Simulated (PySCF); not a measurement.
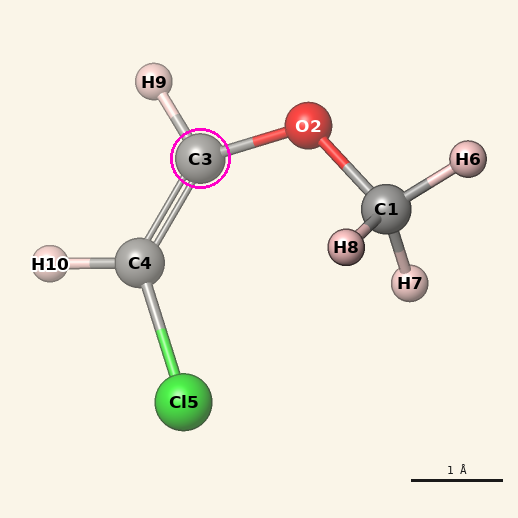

Orthographic view. Distant atoms are faded towards the background colour. The computed structure is the end point of a PBE0-D3(BJ)/def2-SVP optimisation. No frequency run is at hand to confirm it as a minimum.

Question: Which atoms are bonded to the circled atom?

Answer: The circled atom is C3; it is bonded to O2, C4, H9.

Question: Which atom is nearest the viewer?

Answer: H8, 1.5 Å in front of the mean position.

Question: What is the shortest path along bonds from the circled atom to H6?

Answer: C3–O2–C1–H6, 3 bonds; through space the two are 3.25 Å apart.

Question: Which two atoms are farthest apart in space?

Answer: H6 and H10, 5.11 Å.
